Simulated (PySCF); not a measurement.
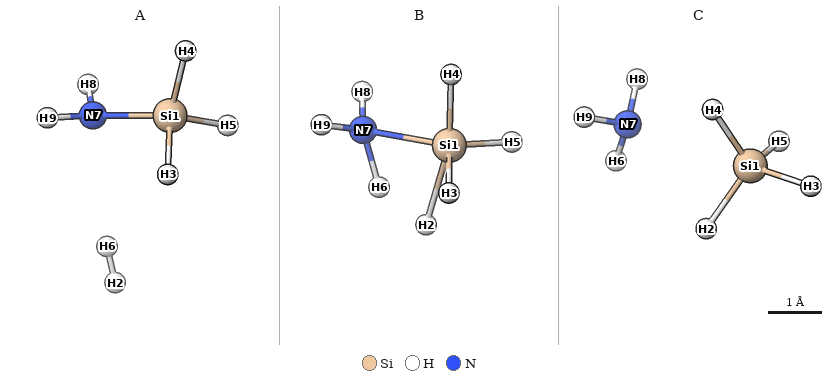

Three geometries of SiNH7: a saddle point and the two minima that it joins, in shuffled order. Style: ball-and-stick. Shown at a tilt. Sticks join atoms that are closer than about 1.2 times the sum of their covalent radii (a little more with hydrogen).

Stationary points at PBE0-D4/def2-TZVP, single-point energies with CCSD(T)/CBS (def2-TZVPP where no basis is named; PySCF 2.14.0). The energies are electronic, without zero-point or thermal terms, and both ends are the minima reached downhill from the saddle, with any fragments still in contact. CCSD(T)/CBS stands for a frozen-core estimate: MP2 correlation extrapolated from def2-TZVPP and def2-QZVPP, CCSD(T) minus MP2 from the smaller set.

Q: Identify the saddle point and describe the reaction.

A: Frame B is the saddle point. Counted by bonded pieces, C holds NH₃ + SiH₄ and A holds H₂ + SiH₅N. From C over the saddle to A, bonds form: Si1–N7 (3.03 → 1.88 → 1.72 Å), H2–H6 (3.13 → 1.17 → 0.75 Å). Bonds break: Si1–H2 (1.48 → 1.87 → 4.00 Å), H6–N7 (1.01 → 1.19 → 2.74 Å). The saddle has one imaginary mode, 1350i cm⁻¹. With CCSD(T)/CBS the barrier is 195.9 kJ/mol from C and 210.5 kJ/mol from A, and A lies 14.5 kJ/mol below C.
